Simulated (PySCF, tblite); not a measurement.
# C₅H₁₀N₂OSi: geometry, infrared bands and NMR shifts

Aim: predict the infrared bands and NMR shifts of C₅H₁₀N₂OSi (`CN(C=O)[C@@H]1C=N[SiH2]C1`).

Computed with tblite 0.8.0 and PySCF 2.14.0, with density-fitted response routines of our own, on a single molecule in the gas phase. Atoms count from 0, in the outputs and in this text.

## 1. Starting geometry

19 atoms, charge 0, multiplicity 1; geometry from: force field or distance geometry start.

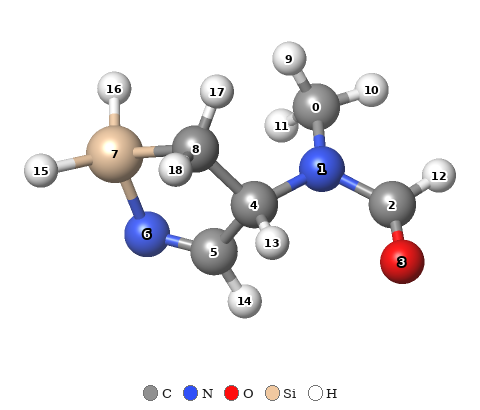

The starting geometry (carbon grey, nitrogen blue, oxygen red, silicon light orange, hydrogen white), atoms numbered.

## 2. Relaxing the molecule with GFN2-xTB

Job settings and geometry (Å):

```
{"job": {"kind": "relax", "xc": "GFN2-xTB", "basis": "xTB"}, "charge": 0, "multiplicity": 1}
C      1.527100    -0.599400    -0.865400
N      1.160200     0.110500     0.350600
C      2.121200     0.261500     1.360600
O      1.894600     0.711100     2.470700
C     -0.235100     0.451200     0.660800
C     -0.995400    -0.817200     1.024200
N     -1.954600    -1.281300     0.290500
Si    -2.205600    -0.196200    -1.057400
C     -1.007400     1.106500    -0.487100
H      1.256500     0.015600    -1.726200
H      2.588400    -0.809500    -0.900000
H      0.976000    -1.550200    -0.901800
H      3.119300    -0.040600     1.056800
H     -0.250800     1.111600     1.526400
H     -0.684200    -1.338300     1.945500
H     -3.615100     0.278100    -1.084400
H     -1.739700    -0.857500    -2.298300
H     -0.376300     1.495400    -1.285500
H     -1.589000     1.958000    -0.087400
```

Launch:

```bash
> OMP_NUM_THREADS=1 python probes_run.py task.json out
```

This one command runs all jobs of the session in turn.

The log of the run:

```text
step      E/eV     max force
  0    -746.58715    2.489
  1    -746.73193    2.011
  2    -746.76936    0.564
  3    -746.78692    0.419
  4    -746.80483    0.366
  5    -746.81458    0.428
  6    -746.82283    0.242
  7    -746.83054    0.149
  8    -746.83599    0.169
  9    -746.83955    0.126
 10    -746.84187    0.113
 11    -746.84356    0.104
 12    -746.84537    0.103
 13    -746.84718    0.098
 14    -746.84861    0.081
 15    -746.84958    0.076
 16    -746.85034    0.066
 17    -746.85099    0.049
 18    -746.85154    0.050
 19    -746.85211    0.063
 20    -746.85290    0.085
 21    -746.85399    0.109
 22    -746.85523    0.090
 23    -746.85634    0.079
 24    -746.85728    0.072
 25    -746.85816    0.071
 26    -746.85893    0.069
 27    -746.85946    0.059
 28    -746.85986    0.061
 29    -746.86035    0.056
 30    -746.86110    0.087
 31    -746.86213    0.094
 32    -746.86325    0.085
 33    -746.86432    0.069
 34    -746.86547    0.089
 35    -746.86681    0.105
 36    -746.86824    0.095
 37    -746.86953    0.079
 38    -746.87063    0.067
 39    -746.87168    0.078
 40    -746.87278    0.078
 41    -746.87377    0.076
 42    -746.87462    0.077
 43    -746.87545    0.070
 44    -746.87630    0.069
 45    -746.87706    0.056
 46    -746.87766    0.047
 47    -746.87818    0.045
 48    -746.87868    0.058
 49    -746.87910    0.046
 50    -746.87940    0.045
 51    -746.87968    0.044
 52    -746.88013    0.046
 53    -746.88062    0.058
 54    -746.88128    0.068
 55    -746.88178    0.059
 56    -746.88218    0.048
 57    -746.88255    0.046
 58    -746.88298    0.045
 59    -746.88338    0.045
 60    -746.88369    0.043
 61    -746.88395    0.040
 62    -746.88420    0.037
 63    -746.88442    0.036
 64    -746.88456    0.024
 65    -746.88465    0.023
 66    -746.88474    0.028
 67    -746.88484    0.027
 68    -746.88499    0.028
 69    -746.88509    0.034
 70    -746.88520    0.031
 71    -746.88531    0.027
 72    -746.88542    0.026
 73    -746.88550    0.020
 74    -746.88558    0.026
 75    -746.88565    0.027
 76    -746.88574    0.032
 77    -746.88584    0.033
 78    -746.88594    0.023
 79    -746.88602    0.025
 80    -746.88613    0.026
 81    -746.88630    0.035
 82    -746.88652    0.043
 83    -746.88675    0.036
 84    -746.88696    0.038
 85    -746.88720    0.039
 86    -746.88749    0.040
 87    -746.88781    0.043
 88    -746.88811    0.039
 89    -746.88838    0.041
 90    -746.88872    0.038
 91    -746.88924    0.051
 92    -746.88993    0.062
 93    -746.89048    0.062
 94    -746.88993    0.139
 95    -746.89113    0.050
 96    -746.89143    0.041
 97    -746.89192    0.039
 98    -746.89268    0.047
 99    -746.89313    0.052
100    -746.89372    0.068
101    -746.89433    0.051
102    -746.89471    0.062
103    -746.89503    0.038
104    -746.89527    0.038
105    -746.89562    0.038
106    -746.89583    0.031
107    -746.89600    0.032
108    -746.89608    0.034
109    -746.89615    0.020
110    -746.89627    0.020
111    -746.89637    0.029
112    -746.89645    0.031
113    -746.89650    0.023
114    -746.89654    0.028
115    -746.89658    0.018
116    -746.89660    0.012
117    -746.89665    0.012
118    -746.89667    0.013
119    -746.89669    0.009
```

It took 0.99 s on 1 thread of Arm Neoverse V1, shared host.

Along the way: (not every step is listed)

```tsv
step	energy from step 0 (eV)	largest force (eV/Å)
0	0.0000	2.4891
1	-0.1448	2.0109
2	-0.1822	0.5643
3	-0.1998	0.4193
4	-0.2177	0.3663
5	-0.2274	0.4283
6	-0.2357	0.2416
7	-0.2434	0.1490
8	-0.2488	0.1692
18	-0.2644	0.0500
28	-0.2727	0.0614
38	-0.2835	0.0675
48	-0.2915	0.0584
58	-0.2958	0.0448
68	-0.2978	0.0282
78	-0.2988	0.0233
88	-0.3010	0.0391
98	-0.3055	0.0467
108	-0.3089	0.0337
114	-0.3094	0.0275
115	-0.3094	0.0177
116	-0.3095	0.0123
117	-0.3095	0.0121
118	-0.3095	0.0126
119	-0.3095	0.0085
```

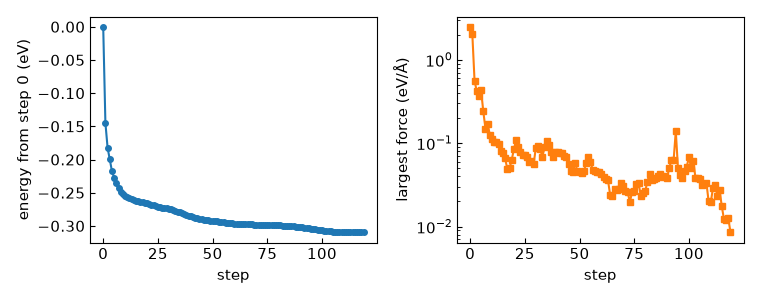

Energy and largest force along the relaxation.

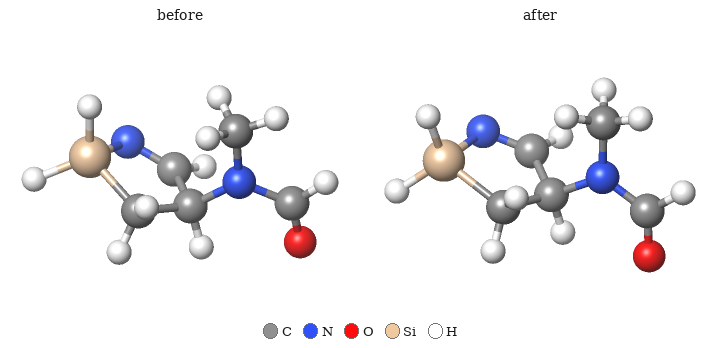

The geometry before (left) and after (right).

Close pairs (by a distance rule), those that changed most:

```tsv
bond	before (Å)	after (Å)	change (Å)
N1–C2	1.402	1.344	-0.058
Si7–C8	1.860	1.915	+0.056
C5–N6	1.294	1.256	-0.037
Si7–H15	1.487	1.456	-0.032
Si7–H16	1.481	1.460	-0.022
C2–H12	1.086	1.106	+0.020
C8–H18	1.106	1.087	-0.019
N1–C4	1.469	1.453	-0.017
```

The final coordinates are the input of the step that follows.

## 3. Vibrational analysis with GFN2-xTB

Job settings and geometry (Å):

```
{"job": {"kind": "ir", "xc": "GFN2-xTB", "basis": "xTB"}, "charge": 0, "multiplicity": 1}
C      1.568513    -0.825436    -0.629101
N      1.174182     0.050619     0.445144
C      2.059490     0.627135     1.275885
O      1.778630     1.333602     2.214423
C     -0.246774     0.272107     0.649072
C     -0.982961    -1.045211     0.736139
N     -1.970863    -1.299045     0.002517
Si    -2.349058     0.021539    -1.082434
C     -0.907397     1.115591    -0.455697
H      1.036375    -0.563175    -1.544993
H      2.639509    -0.731370    -0.802990
H      1.337947    -1.867006    -0.387888
H      3.103924     0.383556     1.006420
H     -0.320716     0.775168     1.622334
H     -0.634196    -1.777147     1.459280
H     -3.668980     0.553050    -0.774544
H     -2.200279    -0.433897    -2.461314
H     -0.182709     1.353670    -1.231940
H     -1.244439     2.065501    -0.047773
```

The log of the run:

```text
mode    cm-1     km/mol
  1      21.7      2.16
  2      54.7      4.32
  3      93.4      0.38
  4     162.6      7.63
  5     213.2     14.01
  6     240.0      1.69
  7     265.3      7.64
  8     326.4      3.57
  9     416.9     12.03
 10     435.7      7.93
 11     476.6     18.69
 12     499.4      9.35
 13     560.7     57.24
 14     624.1     99.25
 15     644.8     20.49
 16     683.1     38.08
 17     751.3      7.72
 18     751.9    107.89
 19     772.9    199.40
 20     800.8     95.73
 21     849.5    155.56
 22     902.1     11.96
 23     918.3      6.41
 24     966.6     23.38
 25    1054.4     13.34
 26    1071.4     51.36
 27    1105.3      3.17
 28    1125.8      8.22
 29    1163.5     46.74
 30    1226.7     10.64
 31    1243.0     22.15
 32    1258.0     37.01
 33    1274.2     20.48
 34    1370.0      6.06
 35    1399.8     26.86
 36    1429.7     22.90
 37    1461.9      5.38
 38    1481.4     10.04
 39    1494.4      8.16
 40    1698.8    210.91
 41    1754.2    676.61
 42    2293.8    334.56
 43    2329.6    268.97
 44    2772.9    162.41
 45    2906.1      9.60
 46    2954.6     21.60
 47    2991.9     50.29
 48    2993.5     19.06
 49    3006.1     33.74
 50    3021.7     22.54
 51    3026.3     13.69
```

Run time: 0.82 s. Hardware: 1 thread of Arm Neoverse V1, shared host.

Which atoms move in the most intense modes:

```tsv
cm⁻¹	km/mol	atoms
752	107.9	C8 26 %, H17 20 %, Si7 13 %, H18 10 %
773	199.4	H15 25 %, H16 19 %, C8 13 %, H18 12 %
850	155.6	N6 27 %, C5 18 %, C8 15 %, H14 13 %
1699	210.9	C5 55 %, N6 44 %
1754	676.6	C2 63 %, O3 33 %
2294	334.6	H16 95 %
2330	269.0	H15 96 %
2773	162.4	H12 94 %
```

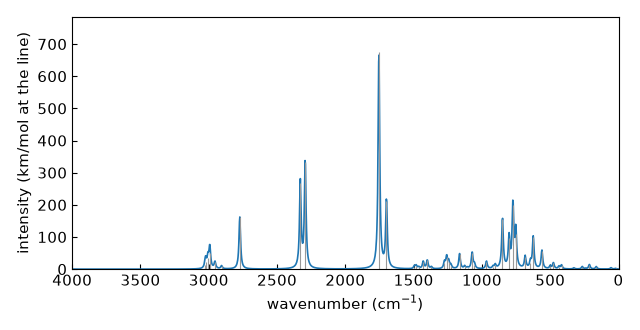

The infrared spectrum from these modes, unscaled. Lines are broadened to a width of 14 cm⁻¹ (Lorentzian).

## 4. Nuclear shieldings: PBE0/pcSseg-1

Settings changed since step 3:

```diff
@@ -1,2 +1,2 @@
-{"job": {"kind": "ir", "xc": "GFN2-xTB", "basis": "xTB"}, "charge": 0, "multiplicity": 1}
+{"job": {"kind": "nmr", "xc": "PBE0", "basis": "pcSseg-1"}, "charge": 0, "multiplicity": 1}
 C      1.568513    -0.825436    -0.629101
```

Method: GIAO PBE0/pcSseg-1 NMR shielding, non-relativistic, gas phase.

The log of the run:

```text
coarse grid: 16464 points
cycle   1  E = -669.9211544423  dE =  1.475e+00  |g| = 9.216e-01  |ddm| = 3.968e+00
cycle   2  E = -669.2632998171  dE =  6.579e-01  |g| = 2.016e+00  |ddm| = 2.591e+00
cycle   3  E = -670.0869422416  dE = -8.236e-01  |g| = 2.104e-01  |ddm| = 1.987e+00
cycle   4  E = -670.0946379882  dE = -7.696e-03  |g| = 1.144e-01  |ddm| = 2.647e-01
cycle   5  E = -670.0971956816  dE = -2.558e-03  |g| = 3.355e-02  |ddm| = 9.693e-02
cycle   6  E = -670.0974300510  dE = -2.344e-04  |g| = 1.025e-02  |ddm| = 3.375e-02
cycle   7  E = -670.0974506853  dE = -2.063e-05  |g| = 3.727e-03  |ddm| = 1.004e-02
cycle   8  E = -670.0974535248  dE = -2.839e-06  |g| = 7.490e-04  |ddm| = 2.955e-03
final grid: 154880 points
cycle   9  E = -670.1575644836  dE = -3.008e-05  |g| = 1.229e-02  |ddm| = 3.388e-02
cycle  10  E = -670.1574879518  dE =  7.653e-05  |g| = 2.324e-02  |ddm| = 2.643e-02
cycle  11  E = -670.1575946090  dE = -1.067e-04  |g| = 2.915e-03  |ddm| = 1.831e-02
cycle  12  E = -670.1575963414  dE = -1.732e-06  |g| = 3.791e-04  |ddm| = 2.355e-03
cycle  13  E = -670.1575963640  dE = -2.255e-08  |g| = 2.116e-04  |ddm| = 4.962e-04
cycle  14  E = -670.1575963731  dE = -9.102e-09  |g| = 6.746e-05  |ddm| = 2.255e-04
cycle  15  E = -670.1575963741  dE = -9.711e-10  |g| = 1.855e-05  |ddm| = 6.596e-05
converged SCF energy = -670.1575963741

GIAO shielding tensors (ppm)
atom      isotropic    diamagn.    paramagn.     s11        s22        s33       span
  0 C      155.713     247.275     -91.561    138.518    143.928    184.695     46.177
  1 N      127.493     335.513    -208.020     -2.535    163.408    221.606    224.141
  2 C       24.333     245.176    -220.843    -66.493     61.110     78.380    144.873
  3 O      -75.555     402.545    -478.100   -355.618   -193.963    322.916    678.535
  4 C      124.471     251.989    -127.518     91.323    124.550    157.540     66.218
  5 C       -4.534     254.891    -259.426   -105.273     -6.480     98.150    203.423
  6 N     -133.303     328.875    -462.179   -510.177   -154.627    264.894    775.072
  7 Si     347.934     881.637    -533.703    254.878    375.404    413.521    158.643
  8 C      177.872     253.775     -75.904    148.548    181.853    203.215     54.667
  9 H       29.295      31.927      -2.632     24.058     29.792     34.035      9.976
 10 H       28.797      30.485      -1.688     25.260     26.698     34.432      9.171
 11 H       28.956      30.680      -1.724     23.932     27.229     35.707     11.775
 12 H       23.590      27.790      -4.200     19.851     24.340     26.580      6.729
 13 H       25.903      34.203      -8.301     21.804     25.108     30.797      8.993
 14 H       23.241      31.634      -8.393     20.758     22.327     26.637      5.879
 15 H       26.518      29.147      -2.629     23.230     24.424     31.901      8.671
 16 H       26.370      29.535      -3.165     23.406     24.364     31.340      7.934
 17 H       31.352      33.227      -1.875     26.130     30.606     37.319     11.188
 18 H       30.329      31.801      -1.472     24.768     28.352     37.866     13.097
```

It took 45 s on 1 thread of Arm Neoverse V1, shared host; peak memory 1 GiB.

Shifts follow as δ = σ(reference) − σ, with reference shieldings (ppm) from runs at the same level and on the same kind of geometry: ¹H TMS 31.72, ¹³C TMS 186.9, ²⁹Si TMS 349.2, ¹⁵N NH3 267.7, ¹⁷O H2O 336.1. The references are single molecules in the gas phase, so shifts against H2O, NH3, PH3, H3PO4 or CFCl3 are not on the usual liquid scales and can be off by tens of ppm. Atoms listed in one row are averaged.

```tsv
atoms	environment	σ (ppm)	δ (ppm)	δ scaled to CDCl3
C5	C=N carbon	-4.5	191.5	184.9
C2	amide carbonyl carbon	24.3	162.6	156.8
C4	sp3 CH bonded to N	124.5	62.5	59.0
C0	methyl carbon bonded to N	155.7	31.2	28.5
C8	sp3 CH2 bonded to Si	177.9	9.1	6.9
H14	hydrogen on a C=N carbon	23.24	8.48	8.10
H12	hydrogen on an amide carbonyl carbon	23.59	8.13	7.77
H13	hydrogen on an sp3 CH bonded to N	25.90	5.81	5.59
H16	hydrogen on a silicon bonded to C, N, in a 5-membered ring	26.37	5.35	–
H15	hydrogen on a silicon bonded to C, N, in a 5-membered ring	26.52	5.20	–
H9, H10, H11	hydrogen on a methyl carbon bonded to N	29.02	2.70	2.65
H18	hydrogen on an sp3 CH2 bonded to Si	30.33	1.39	1.41
H17	hydrogen on an sp3 CH2 bonded to Si	31.35	0.37	0.45
N6	imine nitrogen	-133.3	401.0	–
N1	amide-type nitrogen	127.5	140.2	–
O3	amide-type carbonyl oxygen	-75.6	411.6	–
Si7	silicon bonded to C, N, 2 H, in a 5-membered ring	347.9	1.2	–
```

The scaled column applies a straight-line fit of computed shieldings to shifts measured in CDCl3 (root-mean-square error 0.16 ppm for H, 1.9 ppm for C).

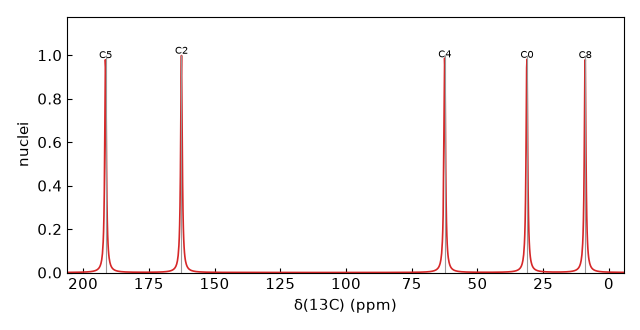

¹³C lines at the computed shifts, without couplings. Lines are broadened to a width of 0.73 ppm (Lorentzian).

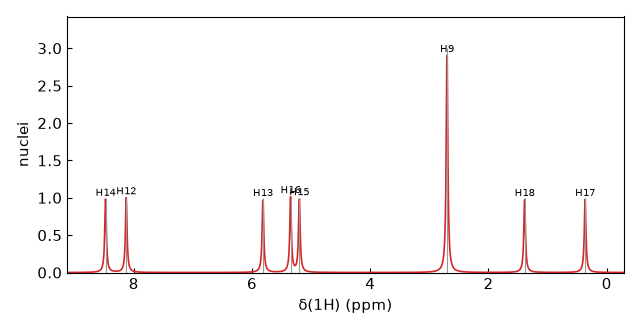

¹H lines at the computed shifts, without couplings. Lines are broadened to a width of 0.03 ppm (Lorentzian).

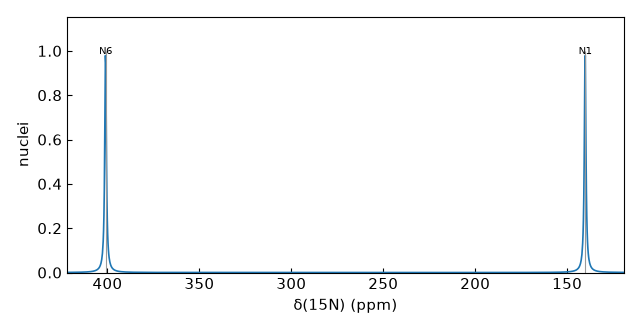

¹⁵N lines at the computed shifts, without couplings. Lines are broadened to a width of 1 ppm (Lorentzian).

The run also stored atomic charges by several schemes (e):

```tsv
atoms	Mulliken	IAO	Hirshfeld	ESP fit
C0	-0.05	-0.31	-0.06	-0.36
N1	-0.64	-0.18	-0.04	-0.23
C2	0.45	0.30	0.13	0.31
O3	-0.44	-0.49	-0.29	-0.50
C4	-0.05	-0.06	0.02	0.52
C5	0.13	0.04	0.06	0.16
N6	-0.50	-0.54	-0.26	-0.59
Si7	0.74	0.88	0.38	0.60
C8	-0.48	-0.57	-0.17	-0.50
```

IAO charges:

C0 -0.31; N1 -0.18; C2 0.30; O3 -0.49; C4 -0.06; C5 0.04; N6 -0.54; Si7 0.88; C8 -0.57; H9 0.15; H10 0.16; H11 0.15; H12 0.10; H13 0.18; H14 0.14; H15 -0.12; H16 -0.13; H17 0.15; H18 0.16

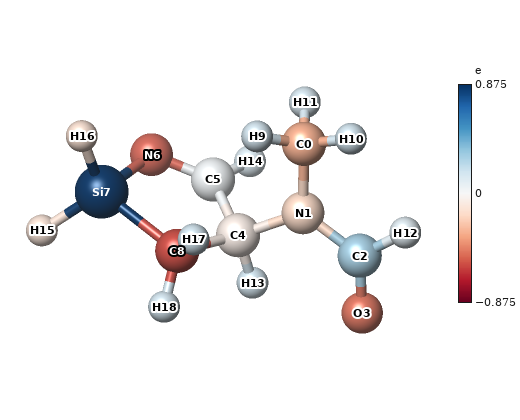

IAO charges, as colours on the atoms.

Mayer bond orders: C0–N1 0.93, N1–C2 1.17, C2–O3 1.88, N1–C4 0.87, C4–C5 0.97, C5–N6 1.93, N6–Si7 0.97, Si7–C8 0.90, C8–C4 0.99.

Ring of atoms C4, C5, N6, Si7, C8: NICS(0) -2.0, NICS(1) -4.1, NICS(1)zz -6.1 ppm (means of both faces).

## 5. Results

```
                                                              quantity                                               value
                             strongest single infrared mode (GFN2-xTB)                               1754 cm⁻¹, 677 km/mol
                                          zero-point energy (GFN2-xTB)                                       90.5 kcal/mol
                                ¹³C shifts against TMS (PBE0/pcSseg-1)                   191.5, 162.6, 62.5, 31.2, 9.1 ppm
¹H shifts against TMS (PBE0/pcSseg-1, means over atoms taken as alike)  8.48, 8.13, 5.81, 5.35, 5.20, 2.70, 1.39, 0.37 ppm
                                ¹⁵N shifts against NH3 (PBE0/pcSseg-1)                                    401.0, 140.2 ppm
                                ¹⁷O shifts against H2O (PBE0/pcSseg-1)                                           411.6 ppm
                               ²⁹Si shifts against TMS (PBE0/pcSseg-1)                                             1.2 ppm
```

Relaxing lowered the energy by 0.310 eV in 119 steps; the close pair that moved most is N1–C2, from 1.402 to 1.344 Å. No mode is imaginary among the 51: a minimum at this level. The strongest single mode, at 1754 cm⁻¹, moves mainly C2 and O3. GFN2-xTB is a fitted tight-binding method: band positions and strengths are rough. Its intensities can rank the bands wrongly. At PBE0/pcSseg-1: Shielding is most anisotropic at N6 (span 775 ppm, paramagnetic term -462 ppm).
